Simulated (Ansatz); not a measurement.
# Quasi-harmonic thermodynamics of KF (Carobbiite, Fm-3m), part 2 of 3

How much does KF (Carobbiite) expand with temperature?

Measurements to reproduce:
- volume expansion coefficient 104.4 1e-6/K and heat capacity C_P per formula unit 49 J/mol/K near room temperature (given in “High-Throughput Prediction of Finite-Temperature Properties using the Quasi-Harmonic Approximation”, 2016, arXiv:1603.06924)
- volume expansion coefficient 95.1 1e-6/K near room temperature (given in “Descriptors for thermal expansion in solids”, 2017, arXiv:1701.03966)

Ansatz 0.2.0; DFT PBE, scalar-relativistic, plane waves, PAW (the session's first sound run).

So far. Step 2 (A first coarse run): The start is under 1.4 GPa at this level and looks like an insulator or semiconductor on this mesh. Step 4 (Tight relaxation): The residual pressure is 0.0016 GPa, small enough for phonons.

In doubt: the dispersion correction can have small steps in the geometry for these elements (step 6), which bears on fits and elastic values.

### Step 5. A new level, relaxed again

The functional, the potentials or the cutoff change, so the crystal is relaxed again at the new setting.

This step: DFT PBE+D3(BJ), scalar-relativistic, plane waves, PAW (Ansatz 0.2.0).

Contents of input.yaml:

```yaml
crystal:
  lattice:
    - [0.0, 2.7103778329, 2.7103778329]
    - [2.7103778329, 0.0, 2.7103778329]
    - [2.7103778329, 2.7103778329, 0.0]
  atoms:
    - { symbol: K, position: [0.0, 0.0, 0.0] }
    - { symbol: F, position: [0.5, 0.5, 0.5] }
kpoints:
  mp_grid: { grid: [8, 8, 8] }
hamiltonian:
  xc: pbe
  dispersion: d3bj
scf:
  occupations: { method: fixed }
output:
  forces: true
  stress: true
  eigenvalues: true
relax:
  adjacent_minimum: "off"
  f_tol: 0.001
  max_steps: 60
  cell: { stress_tol: 0.01 }
```

The run is started by

```console
ansatz run input.yaml --threads 4 --pin off --max-ram 8192MiB --backend cpu --events-out ev --progress --plain --runs-dir out
```

Numbers of over 12 decimals in the logs are rounded to 6 here.

Log:

```text
[...]
Crystal: 2 atoms, lattice volume = 39.822 Å³
Basis set: ecut = 420 eV, 749 PW (Γ), exchange–correlation on 54×54×54 points (8 copies of the dense FFT grid, shifted against one another)
Bands: 12, of which v1, the nominal top of the filled ones, is band 8 counted from 1 (7 counted from 0)
Symmetry: 48 space group operations
[...]
k-points: 29 of 512
[...]
SCF iter   1: F=—  HF=-2349.106350 eV  |F-HF|=—  |Δ(HF+E_count)|=         —  Δρ=7.11e-4  dr2=1.06e-4  ethr=1.77e-3  ⟨swp⟩=4.2  Hψ=1872  notcnv=0  defer=49
[...]
SCF iter   8: F=-2349.106290 eV  HF=-2349.106290 eV  |F-HF|=2.89e-9  |Δ(HF+E_count)|=   3.62e-8  Δρ=3.18e-6  dr2=3.28e-9  ethr=6.25e-10  ⟨swp⟩=6.2  Hψ=1769  notcnv=0
SCF 1 converged in 8 iterations: F = -2349.106290 eV  dr2 = 3.28e-9
[...]
relax step   1: F+E_penalty+E_count = -2349.10628981 eV  Δ(F+E_penalty+E_count) = +0.000e0 eV  max|allowed force component| = 1.593e-28 eV/Å  Δτ_max = 0.0000 Å  P = -1.206 GPa  Ω = 39.822 Å³  (8 SCF iters, dr2 threshold 1.00e-7 eV, accepted)
Crystal: 2 atoms, lattice volume = 38.222 Å³
Basis set: ecut = 420 eV, 725 PW (Γ), exchange–correlation on 54×54×54 points (8 copies of the dense FFT grid, shifted against one another)
[...]
SCF iter   5: F=-2349.114873 eV  HF=-2349.114873 eV  |F-HF|=1.53e-7  |Δ(HF+E_count)|=   3.02e-6  Δρ=1.64e-5  dr2=8.10e-8  ethr=1.25e-9  ⟨swp⟩=4.7  Hψ=1955  notcnv=0
SCF 2 converged in 5 iterations: F = -2349.114873 eV  dr2 = 8.10e-8
[...]
relax step   2: F+E_penalty+E_count = -2349.11487269 eV  Δ(F+E_penalty+E_count) = -8.583e-3 eV  max|allowed force component| = 1.282e-29 eV/Å  Δτ_max = 0.0000 Å  P = +0.130 GPa  Ω = 38.222 Å³  energy of the carried Pulay correction = +3.002e-3 eV  (5 SCF iters, dr2 threshold 2.00e-7 eV, accepted)
Crystal: 2 atoms, lattice volume = 38.371 Å³
[...]
SCF iter   4: F=-2349.114645 eV  HF=-2349.114645 eV  |F-HF|=7.35e-9  |Δ(HF+E_count)|=   2.53e-7  Δρ=1.27e-5  dr2=2.46e-8  ethr=2.62e-10  ⟨swp⟩=4.5  Hψ=1873  notcnv=0
SCF 3 converged in 4 iterations: F = -2349.114645 eV  dr2 = 2.46e-8
relax step   3: F+E_penalty+E_count = -2349.11464454 eV  Δ(F+E_penalty+E_count) = +2.282e-4 eV  max|allowed force component| = 5.255e-30 eV/Å  Δτ_max = 0.0000 Å  P = -0.006 GPa  Ω = 38.371 Å³  energy of the carried Pulay correction = +2.716e-3 eV  (4 SCF iters, dr2 threshold 4.20e-8 eV, accepted)
[...]
relax step   4: F+E_penalty+E_count = -2349.11254792 eV  Δ(F+E_penalty+E_count) = +2.097e-3 eV  max|allowed force component| = 1.180e-29 eV/Å  Δτ_max = 0.0000 Å  P = -0.134 GPa  Ω = 38.371 Å³  stress off target by 1.34e-1 GPa  SCF on the basis re-selected at this cell (its energy is not comparable with the rows above)  (7 SCF iters)
[...]
relax step   5: F+E_penalty+E_count = -2349.11289016 eV  Δ(F+E_penalty+E_count) = -3.422e-4 eV  max|allowed force component| = 8.546e-29 eV/Å  Δτ_max = 0.0000 Å  P = -0.002 GPa  Ω = 38.223 Å³  energy of the carried Pulay correction = +2.792e-4 eV  (4 SCF iters, dr2 threshold 4.50e-8 eV, accepted)
[...]
SCF iter   7: F=-2349.112657 eV  HF=-2349.112657 eV  |F-HF|=4.55e-13  |Δ(HF+E_count)|=  4.55e-13  Δρ=2.90e-8  dr2=2.06e-13  ethr=1.00e-12  ⟨swp⟩=6.5  Hψ=1821  notcnv=0
SCF 6 converged in 7 iterations: F = -2349.112657 eV  dr2 = 2.06e-13
relax step   6: F+E_penalty+E_count = -2349.11265721 eV  Δ(F+E_penalty+E_count) = +2.329e-4 eV  max|allowed force component| = 1.028e-28 eV/Å  Δτ_max = 0.0000 Å  P = -0.010 GPa  Ω = 38.223 Å³  stress off target by 9.79e-3 GPa  SCF on the basis re-selected at this cell (its energy is not comparable with the rows above)  (7 SCF iters)
[...]
SCF converged after 7 iterations
Free energy (F): -2349.112657 eV
[...]
Internal energy: -2349.112657 eV  (E = F + TS)
E sigma→0 (E₀):  -2349.112657 eV
Fermi energy:    1.447933 eV
[...]
--- Stress (GPa, compression-positive) ---
       -0.009787      -0.000000      -0.000000
       -0.000000      -0.009787      -0.000000
       -0.000000      -0.000000      -0.009787
  P = ⅓ Tr σ = -0.0098 GPa (-0.098 kbar)
--- Band table (eV; the first three rows and the last of 29) ---
  k-point 0: bands = [... 4 lower, -7.9330, 1.4479, 1.4479, 1.4479, 7.6190, 12.1176, 12.1176, 12.1176]
  k-point 1: bands = [... 4 lower, -7.9385, 1.3086, 1.3953, 1.3953, 8.0505, 11.8728, 12.3228, 12.3228]
  k-point 2: bands = [... 4 lower, -7.9514, 1.0134, 1.2711, 1.2711, 9.1269, 11.5341, 12.8288, 12.8288]
  k-point 28: bands = [... 4 lower, -8.0201, 1.0457, 1.2845, 1.2845, 11.1782, 11.1782, 12.6273, 14.7728]
--- Relaxed structure (4 steps of the walk, 4 accepted, 2 SCFs on fresh bases) ---
[...]
cell:  # Å, volume = 38.2227 Å³
    - [0, 2.673604, 2.673604]
    - [2.673604, 0, 2.673604]
    - [2.673604, 2.673604, 0]
  atoms:
    - { symbol: K, position: [0, 0, 0] }
    - { symbol: F, position: [0.500000, 0.500000, 0.500000] }
```

It took 3.8 s on 4 threads of Arm Neoverse N1, shared host; peak memory 0.29 GiB.

Step by step:

```
step  energy less that of the first step (eV)  largest force component (eV/Å)  pressure (GPa)  volume (Å³)
   1                                   0.0000                          0.0000           -1.21        39.82
   2                                  -0.0086                          0.0000            0.13        38.22
   3                                  -0.0084                          0.0000           -0.01        38.37
  4*                                  -0.0063                          0.0000           -0.13        38.37
   5                                  -0.0066                          0.0000            0.00        38.22
  6*                                  -0.0064                          0.0000           -0.01        38.22
```

Relaxation steps marked * repeat the geometry before them on a plane-wave basis chosen anew for their cell, so energy and pressure can jump there.

Forces are held to the 48 operations that the run works with; a distortion that breaks them can't arise in this run.

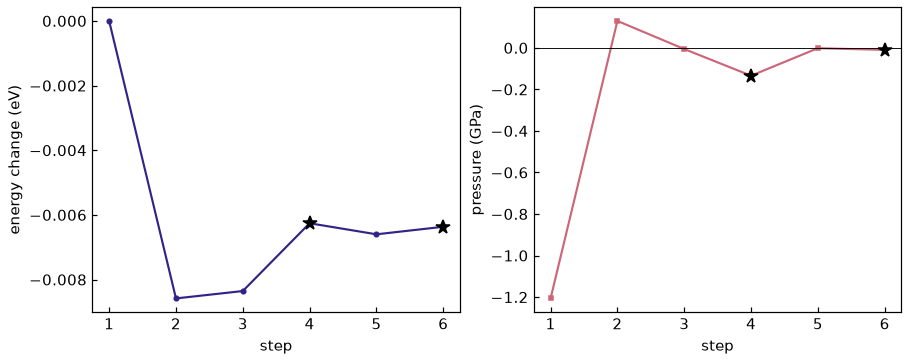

Energy and pressure along the relaxation. Stars mark steps on a basis chosen anew.

```
conventional cell, symmetrised  before  after  change
                         a (Å)   5.421  5.347  -1.4 %
                         b (Å)   5.421  5.347  -1.4 %
                         c (Å)   5.421  5.347  -1.4 %
              volume (Å³/atom)   19.91  19.11  -4.0 %
```

The relaxed structure:

```xyz
2
Lattice="0.0000 2.6736 2.6736 2.6736 0.0000 2.6736 2.6736 2.6736 0.0000" Properties=species:S:1:pos:R:3 pbc="T T T"
K     0.0000    0.0000    0.0000
F     2.6736    2.6736    2.6736
```

Numbers from this step:

* pressure: -0.009787 GPa
* gap on the k-mesh: 6.171 eV
* volume per atom: 19.11 Å³

The residual pressure is -0.0098 GPa, small enough for phonons.

### Step 6. Phonons on strained cells

The study relaxes the crystal at several strains, solves the phonons on some of them and minimises the free energy at each temperature (static energy, vibrations, the electrons in a metal, and PV under a set pressure); the q-mesh sets how far the force constants reach.

input.yaml, the sections that differ from step 5:

```yaml
crystal:
  lattice:
    - [0.0, 2.6736041597, 2.6736041597]
    - [2.6736041597, 0.0, 2.6736041597]
    - [2.6736041597, 2.6736041597, 0.0]
  atoms:
    - { symbol: K, position: [0.0, 0.0, 0.0] }
    - { symbol: F, position: [0.5, 0.5, 0.5] }
output:
  eigenvalues: true
phonons:
  method: dfpt
  qmesh: [4, 4, 4]
  temperatures: { t_max: 800.0, t_step: 50 }
  thermal_expansion: {}
# kpoints, hamiltonian, scf: as in step 5
# relax: removed
```

Log:

```text
[...]
Crystal: 2 atoms, lattice volume = 38.223 Å³
Basis set: ecut = 487.2 eV, 941 PW (Γ), exchange–correlation on 60×60×60 points (8 copies of the dense FFT grid, shifted against one another)
Bands: 12, of which v1, the nominal top of the filled ones, is band 8 counted from 1 (7 counted from 0)
Symmetry: 48 space group operations
[...]
k-points: 29 of 512
[...]
SCF iter   1: F=—  HF=-2349.116970 eV  |F-HF|=—  |Δ(HF+E_count)|=         —  Δρ=1.09e-3  dr2=1.30e-4  ethr=1.77e-3  ⟨swp⟩=4.2  Hψ=1881  notcnv=0  defer=50
[...]
SCF iter   9: F=-2349.116915 eV  HF=-2349.116915 eV  |F-HF|=4.55e-13  |Δ(HF+E_count)|=    0.00e0  Δρ=3.11e-8  dr2=2.57e-13  ethr=1.00e-12  ⟨swp⟩=6.1  Hψ=1877  notcnv=0
SCF 1 converged in 9 iterations: F = -2349.116915 eV  dr2 = 2.57e-13
[...]
relax step   1: F+E_penalty+E_count = -2349.11691498 eV  Δ(F+E_penalty+E_count) = +0.000e0 eV  max|allowed force component| = 1.926e-29 eV/Å  Δτ_max = 0.0000 Å  (9 SCF iters, accepted)
SCF converged after 9 iterations
Free energy (F): -2349.116915 eV
[...]
Internal energy: -2349.116915 eV  (E = F + TS)
E sigma→0 (E₀):  -2349.116915 eV
Fermi energy:    1.447943 eV
[...]
--- Stress (GPa, compression-positive) ---
       -0.005998       0.000000       0.000000
        0.000000      -0.005998      -0.000000
        0.000000       0.000000      -0.005998
  P = ⅓ Tr σ = -0.0060 GPa (-0.060 kbar)
--- Band table (eV; the first three rows and the last of 29) ---
  k-point 0: bands = [... 4 lower, -7.9327, 1.4479, 1.4479, 1.4479, 7.6191, 12.1179, 12.1179, 12.1179]
  k-point 1: bands = [... 4 lower, -7.9382, 1.3089, 1.3955, 1.3955, 8.0507, 11.8730, 12.3231, 12.3231]
  k-point 2: bands = [... 4 lower, -7.9511, 1.0138, 1.2715, 1.2715, 9.1271, 11.5342, 12.8291, 12.8291]
  k-point 28: bands = [... 4 lower, -8.0198, 1.0459, 1.2850, 1.2850, 11.1783, 11.1783, 12.6274, 14.7730]
── thermal expansion: 3 new cells, 3 in all ──
thermal expansion: variable-cell relaxation of cell 1
thermal expansion: relaxation of cell 1
thermal expansion: relaxation of cell 2
thermal expansion: relaxation of cell 3
── thermal expansion: 2 new cells, 5 in all ──
thermal expansion: relaxation of cell 4
thermal expansion: lower-state search of cell 4
thermal expansion: phonons of cell 4
thermal expansion: relaxation of cell 5
thermal expansion: phonons of cell 5
── thermal expansion: 8 new cells, 13 in all ──
thermal expansion: relaxation of cell 6
thermal expansion: relaxation of cell 7
thermal expansion: relaxation of cell 8
thermal expansion: relaxation of cell 9
thermal expansion: relaxation of cell 10
thermal expansion: relaxation of cell 11
thermal expansion: relaxation of cell 12
thermal expansion: relaxation of cell 13
thermal expansion: phonons of cell 6
thermal expansion: phonons of cell 7
thermal expansion: phonons of cell 8
thermal expansion: phonons of cell 9
thermal expansion: phonons of cell 10
--- Relaxed structure (1 steps of the walk, 1 accepted, 0 SCFs on fresh bases) ---
  F+E_penalty+E_count = -2349.11691498 eV   max|allowed force component| = 1.926e-29 eV/Å
  atoms:
    - { symbol: K, position: [0.0, 0.0, 0.0] }
    - { symbol: F, position: [0.5, 0.5, 0.5] }
--- Thermal expansion: 13 cells in 3 rounds, 0 GPa ---
  no lower state was reached at cell 4
  without vibrations: a 3.78079, b 3.78079, c 3.78079 Å, V 38.2150 Å³, B 32.27 GPa
  at 0 K: a 3.79680, b 3.79680, c 3.79680 Å, V 38.7024 Å³, B 30.99 GPa
  zero-point expansion: a +0.423, b +0.423, c +0.423, V +1.275 %
      T/K        a/Å        b/Å        c/Å       V/Å³ | expansion of a, b, c, V (1e-6/K)   | that of V in the mean from 25 °C | C_P, C_V (J/mol K of the cell) | B_T, B_S (GPa)
     0.00    3.79680    3.79680    3.79680    38.7024 |    0.00    0.00    0.00    0.00 |   75.60 |     0.000     0.000 |    30.99    30.99
   100.00    3.80031    3.80031    3.80031    38.8099 |   23.03   23.03   23.03   69.08 |  100.04 |    33.239    32.903 |    30.20    30.50
   200.00    3.81170    3.81170    3.81170    39.1598 |   34.62   34.62   34.62  103.87 |  111.94 |    46.062    44.617 |    28.39    29.31
   298.15    3.82576    3.82576    3.82576    39.5948 |   40.14   40.14   40.14  120.43 |       - |    50.204    47.479 |    26.43    27.95
   350.00    3.83399    3.83399    3.83399    39.8509 |   42.77   42.77   42.77  128.30 |  124.76 |    51.658    48.155 |    25.33    27.17
   450.00    3.85146    3.85146    3.85146    40.3983 |   48.36   48.36   48.36  145.08 |  133.63 |    54.184    48.872 |    23.05    25.56
   550.00    3.87148    3.87148    3.87148    41.0315 |   55.76   55.76   55.76  167.27 |  144.07 |    57.026    49.237 |    20.48    23.72
   650.00    3.89516    3.89516    3.89516    41.7888 |   67.14   67.14   67.14  201.42 |  157.48 |    61.042    49.447 |    17.47    21.57
   750.00    3.92510    3.92510    3.92510    42.7601 |   88.89   88.89   88.89  266.67 |  176.92 |    68.374    49.580 |    13.68    18.87
   800.00    3.94455    3.94455    3.94455    43.3986 |  111.03  111.03  111.03  333.10 |  191.43 |    75.716    49.630 |    11.24    17.15
  the static fit leaves 0.001 meV an atom of the energies and, of the stresses, 0.000 GPa of each cell's largest along a strain (root mean squares over the cells), whose Pulay part it has at -0.002 GPa
  vibrations' free energy: its fit leaves 0.0006 meV an atom at the most
  the electrons' free energy at temperature is not in it: every band gap is over 0.83 eV
  free energies summed between the sampled wave vectors
  estimated error of the fitted expansion in any direction: up to 25.907e-6/K, at 800 K (an estimate, not a bound: it was exceeded on models of known expansion)
  the energies and the vibrations are of d3bj (s6 = 1.0, s8 = 0.7875, a1 = 0.4289, a2_bohr = 4.4407) at the weights and the pressure of the crystal at rest
  by sums over the sampled wave vectors an expansion of the volume parts by up to 4.09e-6/K
  by a static energy of one degree less an expansion of the volume parts by up to 5.44e-6/K
  the FFT grids of the static calculations differ: 27 × 27 × 27, 30 × 30 × 30
  band gaps on the cells' k-points are 5.417 to 6.331 eV
```

It took 19 min on 4 threads; peak memory 0.97 GiB; 72 min of CPU time.

Numbers from this step:

```yaml
pressure: -0.005998 GPa
volume_expansion_coefficient_at_298_k: 120.4 1e-6/K
c_p_at_298_k: 25.10 J/mol-atom/K
entropy_at_298_k: 34.70 J/mol-atom/K
isothermal_bulk_modulus_at_298_k: 26.43 GPa
grueneisen_parameter_at_298_k: 1.599
volume_at_298_k: 19.80 Å³/atom
principal_linear_expansion_coefficients_at_298_k: 40.14, 40.14, 40.14 1e-6/K
```

Strained cells of the study; zero-point energy where phonons were solved; the pressures are stresses at a fixed cutoff and can carry an offset from the finite basis. Expansion cells, by row:

```
cell  |a| (Å)  |b| (Å)  |c| (Å)  V (Å³/atom)  E - E_lowest (meV/atom)  pressure, compression positive (GPa)  gap (eV)  zero-point energy (meV/atom)
   1    3.781    3.781    3.781        19.11                        0                                -0.008     6.171                             -
   2    3.811    3.811    3.811        19.57                    1.093                                -0.735     6.047                             -
   3    3.751    3.751    3.751        18.66                    1.105                                 0.808     6.298                             -
   4    3.781    3.781    3.781        19.11                        0                                 -0.01     6.171                         30.09
   5      3.8      3.8      3.8         19.4                     0.44                                -0.475     6.093                         29.37
   6    3.815    3.815    3.815        19.63                    1.359                                -0.816     6.033                         28.82
   7    3.849    3.849    3.849        20.16                     5.25                                 -1.52       5.9                         27.56
   8    3.883    3.883    3.883         20.7                    11.48                                -2.135      5.77                         26.32
   9    3.918    3.918    3.918        21.26                    19.89                                -2.668     5.645                          25.1
  10    3.953    3.953    3.953        21.84                     30.3                                -3.128     5.523                         23.89
  11    3.744    3.744    3.744        18.55                     1.74                                 1.026     6.331                             -
  12    3.762    3.762    3.762        18.83                    0.421                                  0.49      6.25                             -
  13    3.984    3.984    3.984        22.37                    41.21                                -3.484     5.417                             -
```

(Continued in part 3 of 3.)

[Logs are printed without paths, hosts, clocks, repeated set-up lines and the standing remarks that a program may print on its own settings, such as how far it seeks lower states.]

[Hosts, paths, dates, database ids (printed as entryN), source tags and the programs' standing remarks are cut or masked in the printed files.]

[A step with changed settings may run another functional than the one named; its input shows which.]
